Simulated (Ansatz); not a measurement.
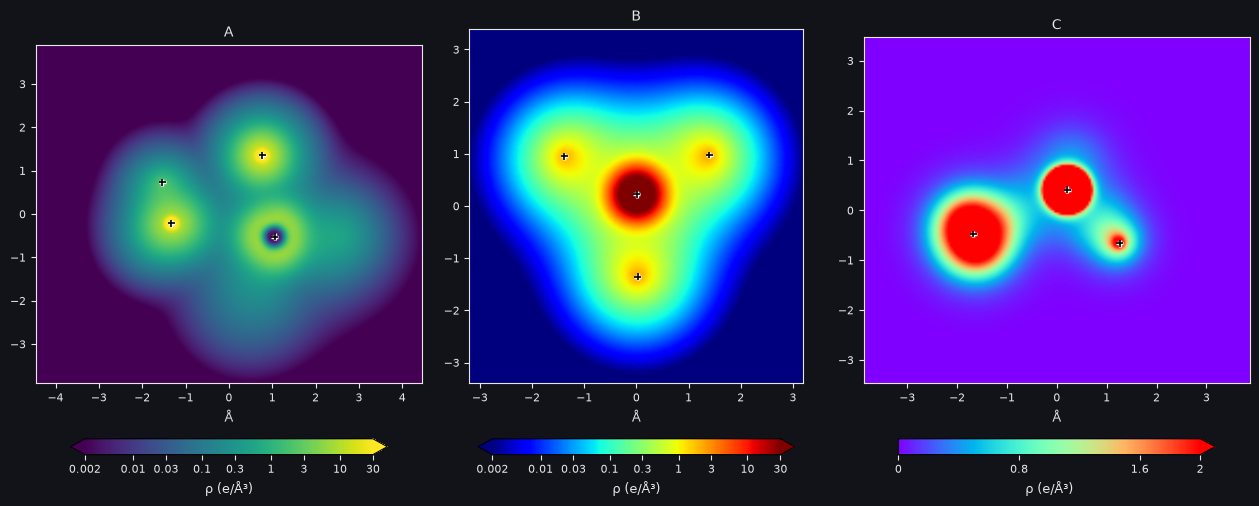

The electron density of 3 systems, each on a plane through atoms (crosses mark nuclei in the plane).

Computed with RKS PBE/def2-SVP in Ansatz.

System 1: ClFH₆OW, the plane of atoms F2, W1 and O8. Core potentials replace the inner electrons of W.

```csv
atom,x (Å),y (Å),z (Å)
W,-0.2047,-0.1871,0.2601
F,0.1576,0.3116,2.0590
H,1.1131,0.8294,0.0269
H,-0.4633,1.1390,-0.7441
H,-1.7754,0.4769,0.1521
Cl,-0.8716,-2.2480,-0.5926
H,0.6654,-0.2786,-1.1836
O,1.5950,-1.6008,0.9903
H,1.3763,-2.5488,0.8859
H,1.7639,-1.4584,1.9435
```

System 2: GaH₃···HF, the plane of atoms H2, Ga1 and H4. Not at a stationary point (largest force 0.5 eV/Å).

```xyz
6

Ga   -0.0023    0.2400   -0.0712
H     0.0054    0.2408    1.5084
H     1.3816    0.3127   -0.8193
H    -1.3967    0.2549   -0.8033
F     0.0781   -2.3572    1.1925
H     0.0625   -1.6031    1.7452
```

System 3: ClH₃Si, the plane of atoms Cl2, Si1 and H5. 

```xyz
5

Si    0.2809    0.0000    0.1010
Cl    0.7841    0.0000    2.1205
H     1.5384    0.0000   -0.7177
H    -0.5258    1.2283   -0.2029
H    -0.5258   -1.2283   -0.2029
```

Question: Match each panel to its system.

Answer: Panel A is system 1, ClFH₆OW: the plane holds W, F, O and H. W–F (1.90 Å): the density is about 0.98 e/Å³ at the midpoint. Panel B is system 2, GaH₃···HF: the plane holds Ga and H. Ga–H (1.57 Å): ρ is about 0.96 e/Å³ halfway. Panel C is system 3, ClH₃Si: the plane holds Si, Cl and H. Si–Cl (2.08 Å): ρ is about 0.81 e/Å³ halfway.
